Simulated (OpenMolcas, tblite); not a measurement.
## GeSiH5Cl (SMILES [SiH3][GeH2][Cl]): the HOMO–LUMO gap, rung by rung

GeSiH5Cl: 8 atoms, total charge 0, spin state singlet. SMILES: `[SiH3][GeH2][Cl]`. Geometry: relaxed at PBE0-D4/def2-TZVP.

Quantity: the HOMO–LUMO gap, in eV. The values are calculated.

```csv
level,kind,program,value (eV)
GFN1-xTB,semi-empirical,tblite,4.63
HF/def2-SVP,Hartree–Fock,OpenMolcas,13.77
SVWN5/def2-SVP,LDA,OpenMolcas,5.32
revPBE/def2-SVP,GGA,OpenMolcas,5.54
r2SCAN/def2-SVP,meta-GGA,OpenMolcas,6.02
BHLYP/def2-SVP,global hybrid,OpenMolcas,9.65
PBE0/def2-SVP,global hybrid,OpenMolcas,7.58
B2PLYP/def2-SVP,double hybrid,OpenMolcas,9.90
```

All-electron rows without a relativistic Hamiltonian named are non-relativistic. The values span 4.63 to 13.77 eV. Orbital gaps aren't excitation energies, and those of double hybrids come from the SCF part alone; they tend to grow with the share of exact exchange.

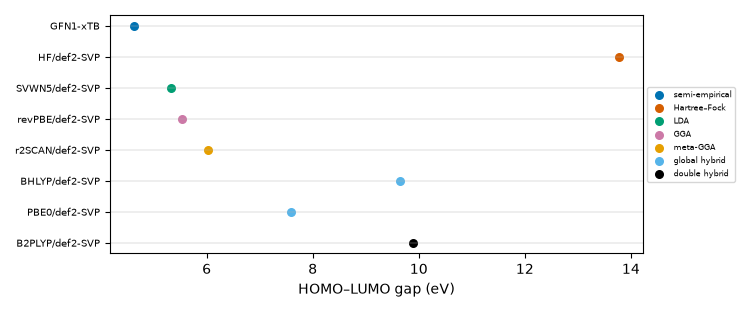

The values of the table, level by level.
